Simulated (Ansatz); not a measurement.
**A computed series for Ga: pressure series**

The reference is Ga (space group Cmcm, No. 63; a = 7.658 Å, b = 4.565 Å, c = 4.547 Å).

Cell and atoms are relaxed at each pressure.

All numbers come from PBEsol, PAW, 420 eV (Ansatz, a first-principles code; spin-orbit coupling left out).

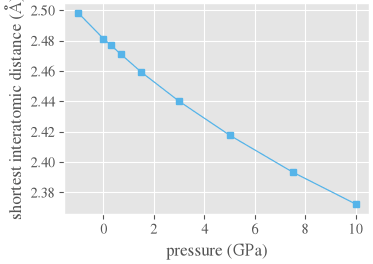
Figure. Shortest interatomic distance against pressure

**Question.** From the plot, what is the shortest interatomic distance for pressure 0.3 GPa?

**Answer.** About 2.48 Å.

**Question.** Is the trend monotonic over the range shown?

**Answer.** Yes, it falls throughout, spanning 2.372 Å to 2.498 Å.

Load acts through the strain it causes; cell and atoms are relaxed under it. Whether these cells are dynamically stable was not tested. No other phases were tried under pressure. This is not the structure that Ga has at room temperature and ambient pressure.
